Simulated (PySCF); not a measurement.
## CH$_{5}$B: one change and its effect

System: CH$_{5}$B, SMILES BC.
Method of the first run: TDDFT PBE0/aug-cc-pVDZ, vertical, gas phase, core orbitals frozen in the response (PySCF 2.14.0).

The geometry comes from this level: PBE0-D3(BJ)/def2-SVP. Text and figures count atoms from 1; the logs count them from 0 in places.

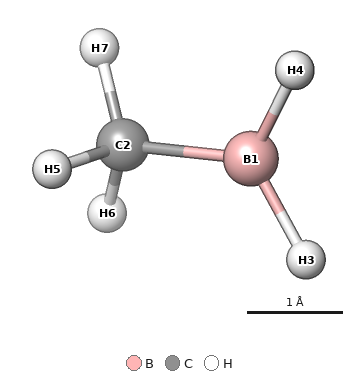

Fig. 1: The structure as given in the input (ball-and-stick view, seen at a tilt; atoms are numbered from 1 in the order of the input). Bond lengths as drawn: B–C 1.55 Å, B–H 1.21 Å and C–H 1.10 to 1.11 Å.

The input, the first run:
```
{"job": {"kind": "uv", "xc": "PBE0", "basis": "aug-cc-pVDZ"}, "charge": 0, "multiplicity": 1}
B      0.890069     0.065949    -0.029259
C     -0.653446    -0.092235    -0.092872
H      1.607233    -0.879696     0.216477
H      1.406312     1.155701    -0.149345
H     -0.955452     0.083035     0.963548
H     -1.018456    -1.097582    -0.347255
H     -1.177731     0.672619    -0.684014
```

The first line tells a small driver script what to run in PySCF; the rest is the geometry in Å.

Command:
```bash
OMP_NUM_THREADS=1 python <driver script> task.json out
```

Hardware: 1 CPU thread, shared host.

Output (the first run):
```
coarse grid: 5272 points
cycle   1  E = -65.8210741535  dE = -1.382e-01  |g| = 2.839e-01  |ddm| = 5.435e+00
cycle   2  E = -65.8194516694  dE =  1.622e-03  |g| = 2.971e-01  |ddm| = 1.154e+00
cycle   3  E = -65.8433735223  dE = -2.392e-02  |g| = 1.352e-02  |ddm| = 5.178e-01
cycle   4  E = -65.8434287080  dE = -5.519e-05  |g| = 4.743e-03  |ddm| = 4.697e-02
cycle   5  E = -65.8434366790  dE = -7.971e-06  |g| = 1.013e-03  |ddm| = 1.529e-02
final grid: 49280 points
cycle   6  E = -65.8477844403  dE = -9.299e-06  |g| = 4.828e-03  |ddm| = 6.420e-02
cycle   7  E = -65.8477829976  dE =  1.443e-06  |g| = 5.424e-03  |ddm| = 1.867e-02
cycle   8  E = -65.8477907355  dE = -7.738e-06  |g| = 1.129e-04  |ddm| = 9.332e-03
cycle   9  E = -65.8477907394  dE = -3.890e-09  |g| = 3.673e-05  |ddm| = 4.532e-04
cycle  10  E = -65.8477907399  dE = -4.513e-10  |g| = 8.369e-06  |ddm| = 1.206e-04
converged SCF energy = -65.8477907399

Static polarisability (au): isotropic 30.290, principal 25.875 30.249 34.745

Singlet excitations
state   eV       nm        f      main configurations
  1   5.7678    215.0   0.00024   H->L 0.99
  2   6.2196    199.3   0.00197   H-1->L 0.98
  3   7.9948    155.1   0.00299   H->L+1 0.98
  4   8.4814    146.2   0.02492   H-1->L+1 0.98
  5   8.6700    143.0   0.06563   H->L+3 0.96
  6   8.7151    142.3   0.09583   H->L+2 0.75, H-2->L 0.23
  7   8.7616    141.5   0.00147   H-3->L 0.95
  8   8.8681    139.8   0.00012   H->L+4 0.93
  9   8.8913    139.4   0.04082   H-2->L 0.72, H->L+2 0.24
 10   9.2092    134.6   0.03124   H-1->L+2 0.97

Triplet excitations (Tamm-Dancoff, eV): 5.0288 5.5115 7.8570 7.8810
```

The second run used a changed input.

The two runs side by side:

```csv
quantity,the first run,the second run
outcome,converged,converged
total energy (hartree),−65.847791,−65.843195
HOMO (eV),−8.94,−8.97
LUMO (eV),−1.25,−1.17
dipole moment (D),0.71,0.72
lowest excitation (eV),5.77,5.87
SCF iterations,10,10
strongest computed line (eV),8.72,9.49
basis functions,91,46
wall time (shared host),2.4 s,1.3 s
```

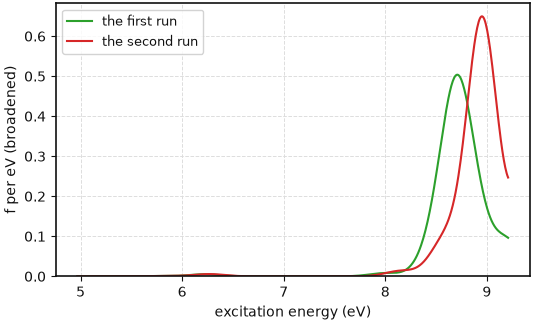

Fig. 2: Absorption of the two runs from their computed states, each broadened by a Gaussian of 0.35 eV full width; the range ends where the shorter list of states ends.

Which change of the input explains these differences?

The change (lines with − go, lines with + come):
```diff
-"basis": "aug-cc-pVDZ"
+"basis": "6-31+G*"
```

The total energy of the second run is 2.9 kcal/mol higher, which measures the change of basis and not a stability. The LUMO goes from −1.25 to −1.17 eV. The lowest excitation goes from 5.77 to 5.87 eV. The strongest computed line goes from 8.72 to 9.49 eV. The number of SCF iterations is the same. The basis functions go from 91 to 46.

Output (the second run):
```
coarse grid: 5272 points
cycle   1  E = -65.8349501216  dE = -1.463e-01  |g| = 2.895e-01  |ddm| = 1.892e+00
cycle   2  E = -65.8334608371  dE =  1.489e-03  |g| = 3.010e-01  |ddm| = 4.814e-01
cycle   3  E = -65.8580494049  dE = -2.459e-02  |g| = 1.389e-02  |ddm| = 2.478e-01
cycle   4  E = -65.8581058393  dE = -5.643e-05  |g| = 5.242e-03  |ddm| = 2.402e-02
cycle   5  E = -65.8581151841  dE = -9.345e-06  |g| = 8.099e-04  |ddm| = 6.266e-03
final grid: 49280 points
cycle   6  E = -65.8431884656  dE = -7.134e-06  |g| = 4.749e-03  |ddm| = 1.061e-02
cycle   7  E = -65.8431871685  dE =  1.297e-06  |g| = 5.346e-03  |ddm| = 8.193e-03
cycle   8  E = -65.8431947209  dE = -7.552e-06  |g| = 1.350e-04  |ddm| = 4.115e-03
cycle   9  E = -65.8431947266  dE = -5.700e-09  |g| = 3.988e-05  |ddm| = 1.796e-04
cycle  10  E = -65.8431947271  dE = -4.932e-10  |g| = 7.072e-06  |ddm| = 4.354e-05
converged SCF energy = -65.8431947271

Static polarisability (au): isotropic 26.341, principal 20.243 27.427 31.353

Singlet excitations
state   eV       nm        f      main configurations
  1   5.8658    211.4   0.00041   H->L 0.98
  2   6.2679    197.8   0.00210   H-1->L 0.98
  3   8.1522    152.1   0.00501   H->L+1 0.99
  4   8.5900    144.3   0.03294   H-1->L+1 0.98
  5   8.8808    139.6   0.00102   H-3->L 0.98
  6   8.9458    138.6   0.16052   H-2->L 0.81, H->L+3 0.16
  7   8.9662    138.3   0.07816   H->L+2 0.98
  8   9.2555    134.0   0.00789   H->L+3 0.82, H-2->L 0.15
  9   9.3964    131.9   0.00077   H->L+4 0.98
 10   9.4926    130.6   0.18529   H-1->L+2 0.98

Triplet excitations (Tamm-Dancoff, eV): 5.1762 5.5856 8.0119 8.0233
```
